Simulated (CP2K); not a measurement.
**GFN1-xTB run of CH4GaS (SMILES [CH3][Ga][SH])**

What is the vertical ionisation energy of CH4GaS at GFN1-xTB? 

The results are computed with CP2K 2026.2.

## 1. The molecule

The species is CH4GaS (7 atoms), meant as a doublet with charge 0. SMILES: `[CH3][Ga][SH]`. The shape is that of a PBE0-D4/def2-TZVP optimisation. This is one conformer, not always the lowest.

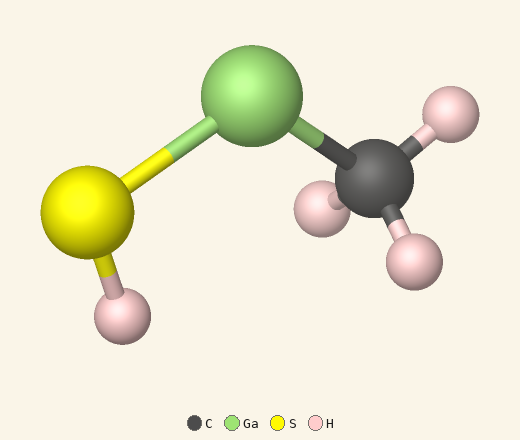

The structure, seen from a chosen angle (carbon dark grey, gallium green, sulfur yellow, hydrogen pink).

## 2. Energy and gradient at GFN1-xTB

Contents of molecule.pdb:

```
HETATM    1 C    MOL A   1      -0.761   0.655  -0.344  1.00  0.00           C
HETATM    2 Ga   MOL A   1       0.077  -0.019   1.338  1.00  0.00          GA
HETATM    3 S    MOL A   1       1.747  -1.498   1.145  1.00  0.00           S
HETATM    4 H    MOL A   1      -1.160  -0.201  -0.894  1.00  0.00           H
HETATM    5 H    MOL A   1       0.016   1.134  -0.945  1.00  0.00           H
HETATM    6 H    MOL A   1      -1.560   1.367  -0.145  1.00  0.00           H
HETATM    7 H    MOL A   1       1.702  -1.507  -0.201  1.00  0.00           H
END
```

Contents of job.inp:

```
&GLOBAL
   PROJECT job
   RUN_TYPE ENERGY_FORCE
   PRINT_LEVEL MEDIUM
&END GLOBAL

&FORCE_EVAL
   METHOD Quickstep
   &DFT
      CHARGE 0
      MULTIPLICITY 2
      UNRESTRICTED_KOHN_SHAM T
      ! Quickstep
      &QS
         METHOD XTB
         EPS_DEFAULT 1.0E-10
         &XTB
            GFN_TYPE TBLITE
            &TBLITE
               METHOD GFN1
            &END TBLITE
            CHECK_ATOMIC_CHARGES F
         &END XTB
      &END QS
      &POISSON
         PERIODIC NONE
         POISSON_SOLVER ANALYTIC
      &END POISSON
      &SCF
         SCF_GUESS ATOMIC
         EPS_SCF 1.0E-07
         MAX_SCF 150
         ADDED_MOS 2
         &DIAGONALIZATION
            ALGORITHM STANDARD
         &END DIAGONALIZATION
         &MIXING
            METHOD DIRECT_P_MIXING
            ALPHA 0.4
         &END MIXING
         &SMEAR ON
            METHOD FERMI_DIRAC
            ELECTRONIC_TEMPERATURE [K] 300
         &END SMEAR
      &END SCF
      ! extra output
      &PRINT
         &MOMENTS
            PERIODIC F
            REFERENCE COM
            MAX_MOMENT 1
         &END MOMENTS
         &MO ON
            ENERGIES T
            OCCUPATION_NUMBERS T
            NDIGITS 6
            &EACH
               QS_SCF 0
            &END EACH
            ADD_LAST NUMERIC
         &END MO
         &HIRSHFELD OFF
         &END HIRSHFELD
      &END PRINT
   &END DFT
   &SUBSYS
      ! box in angstrom
      &CELL
         ABC [angstrom] 11.3 10.9 10.3
         PERIODIC NONE
      &END CELL
      &TOPOLOGY
         COORD_FILE_NAME molecule.pdb
         COORD_FILE_FORMAT PDB
         CONN_FILE_FORMAT OFF
         &CENTER_COORDINATES
         &END CENTER_COORDINATES
      &END TOPOLOGY
   &END SUBSYS
   ! extra output
   &PRINT
      &FORCES ON
      &END FORCES
   &END PRINT
&END FORCE_EVAL
```

Command:

```
$ OMP_NUM_THREADS=1 cp2k.psmp job.inp > job.out
```

The log of the run:

```text
CP2K| version string:                                       CP2K version 2026.2
[...]
 GLOBAL| Method name                                                        CP2K
[...]
 GLOBAL| Run type                                                   ENERGY_FORCE
[...]
                             - Atoms:                                          7
[...]
                             - Spherical basis functions:                     30
[...]
 Number of electrons:                                                          9
[...]
  *** SCF run converged in    14 steps ***
[...]
  Fermi energy:                                                -0.30428394369297
[...]
 TB_DIPOLE| Moment [Debye]         -0.63152197       0.55211404      -0.16236639
 TB_DIPOLE| Derivative [a.u.]       0.00000000       0.00000000       0.00000000
[...]
 ENERGY| Total FORCE_EVAL ( QS ) energy [hartree]             -9.254599823553548
 FORCES| Atomic forces [hartree/bohr]
 FORCES|   Atom     x               y               z               |f|
 FORCES|      1 -1.05482676E-02  8.20444985E-03 -2.91758897E-02   3.20906760E-02
 FORCES|      2 -7.67687646E-04  2.36977294E-03  4.43479367E-02   4.44178416E-02
 FORCES|      3  1.41986320E-02 -1.30523310E-02 -1.47380549E-02   2.42729223E-02
 FORCES|      4 -1.67248575E-03  7.29454173E-04 -2.06811358E-03   2.75797131E-03
 FORCES|      5 -9.69448433E-04  1.45873901E-03 -2.11244480E-03   2.74411603E-03
 FORCES|      6 -1.31845488E-03  9.68969132E-04 -3.87266366E-03   4.20413466E-03
 FORCES|      7  1.07771223E-03 -6.79054137E-04  7.61922991E-03   7.72497525E-03
 FORCES| Sum    -6.17995238E-17  8.46761897E-17  7.80625564E-17
 FORCES| Total atomic force                                       1.30701955E-16
[...]
```

Run time: 0.48 s. Hardware: 1 thread of Arm Neoverse N1, shared host; peak memory 0.14 GiB.

## 3. The singlet cation, same level

molecule.pdb is that of step 2.

Contents of run.inp:

```
&GLOBAL
 PROJECT_NAME run
 RUN_TYPE ENERGY_FORCE
 PRINT_LEVEL MEDIUM
&END GLOBAL
&FORCE_EVAL
 METHOD Quickstep
 &DFT
  CHARGE 1
  &QS
   METHOD XTB
   EPS_DEFAULT 1.0E-10
   &XTB
    GFN_TYPE TBLITE
    &TBLITE
     METHOD GFN1
    &END TBLITE
    CHECK_ATOMIC_CHARGES F
   &END XTB
  &END QS
  &POISSON
   PERIODIC NONE
   POISSON_SOLVER ANALYTIC
  &END POISSON
  &SCF
   SCF_GUESS ATOMIC
   EPS_SCF 1.0E-07
   MAX_SCF 150
   ADDED_MOS 8
   &DIAGONALIZATION
    ALGORITHM STANDARD
   &END DIAGONALIZATION
   &MIXING
    METHOD DIRECT_P_MIXING
    ALPHA 0.4
   &END MIXING
  &END SCF
  &PRINT
   &MOMENTS
    PERIODIC F
    REFERENCE COM
    MAX_MOMENT 1
   &END MOMENTS
   &MO ON
    ENERGIES T
    OCCUPATION_NUMBERS T
    NDIGITS 6
    &EACH
     QS_SCF 0
    &END EACH
    ADD_LAST NUMERIC
   &END MO
   &HIRSHFELD OFF
   &END HIRSHFELD
  &END PRINT
 &END DFT
 &SUBSYS
  &CELL
   ABC 11.3 10.9 10.3
   PERIODIC NONE
  &END CELL
  &TOPOLOGY
   COORD_FILE_NAME molecule.pdb
   COORD_FILE_FORMAT PDB
   CONN_FILE_FORMAT OFF
   &CENTER_COORDINATES
   &END CENTER_COORDINATES
  &END TOPOLOGY
 &END SUBSYS
 &PRINT
  &FORCES ON
  &END FORCES
 &END PRINT
&END FORCE_EVAL
```

Command:

```
$ OMP_NUM_THREADS=1 cp2k.psmp -i run.inp > run.out 2>&1
```

The log of the run:

```text
CP2K| version string:                                       CP2K version 2026.2
[...]
 GLOBAL| Method name                                                        CP2K
[...]
 GLOBAL| Run type                                                   ENERGY_FORCE
[...]
                             - Atoms:                                          7
[...]
                             - Spherical basis functions:                     30
[...]
 Number of electrons:                                                         16
[...]
  *** SCF run converged in    15 steps ***
[...]
  Fermi energy:                                                -0.56199951831440
[...]
 TB_DIPOLE| Moment [Debye]         -1.82109837       1.52305859      -2.20495769
 TB_DIPOLE| Derivative [a.u.]       0.00000000       0.00000000       0.00000000
[...]
 ENERGY| Total FORCE_EVAL ( QS ) energy [hartree]             -8.837045848770357
 FORCES| Atomic forces [hartree/bohr]
 FORCES|   Atom     x               y               z               |f|
 FORCES|      1 -1.08190963E-02  9.73283340E-03  4.66549148E-03   1.52822675E-02
 FORCES|      2  1.87015700E-02 -1.72937933E-02 -2.14692929E-02   3.33129786E-02
 FORCES|      3 -6.35211767E-03  5.83286511E-03  5.97543513E-03   1.04917844E-02
 FORCES|      4  2.12836019E-04 -3.32841507E-03  3.81919003E-03   5.07048898E-03
 FORCES|      5  3.51149176E-03  3.52272169E-04  3.66285615E-03   5.08637250E-03
 FORCES|      6 -2.40472563E-03  1.93268065E-03 -3.77832440E-03   4.87787813E-03
 FORCES|      7 -2.84995823E-03  2.77155700E-03  7.12464447E-03   8.15869775E-03
 FORCES| Sum    -6.07153217E-17  3.98986399E-17 -1.99493200E-16
 FORCES| Total atomic force                                       2.12310594E-16
[...]
```

It took 0.44 s on 1 thread of Arm Neoverse N1, shared host; peak memory 0.14 GiB.

## 4. Outcome

At GFN1-xTB:

| quantity | value |
| --- | --- |
| doublet CH4GaS: total energy | -9.25460 Eh |
| doublet CH4GaS: dipole moment (from atomic charges alone) | 0.85 D |
| doublet CH4GaS: HOMO energy (highest over α and β) | -8.45 eV |
| doublet CH4GaS: LUMO energy (lowest over α and β) | -8.11 eV |
| doublet CH4GaS: largest force on an atom | 2.284 eV/Å |
| singlet cation: total energy | -8.83705 Eh |
| singlet cation: HOMO energy | -17.08 eV |
| singlet cation: LUMO energy | -14.40 eV |
| singlet cation: HOMO–LUMO gap | 2.69 eV |
| singlet cation: largest force on an atom | 1.713 eV/Å |
| vertical ionisation energy (to the singlet cation) | 11.362 eV |

**Reading.** Removing an electron at fixed nuclei costs 11.36 eV (1096 kJ/mol). The largest force (doublet CH4GaS) is 2.28 eV/Å: the shape isn't a stationary point for this species at this level. Only the singlet of the ionised species was computed; a triplet could lie lower. No empirical shift is applied, and without it xTB methods put this difference several eV too high. The dipole (doublet CH4GaS) comes from point charges on the atoms alone, without atomic dipoles, so it is partial.
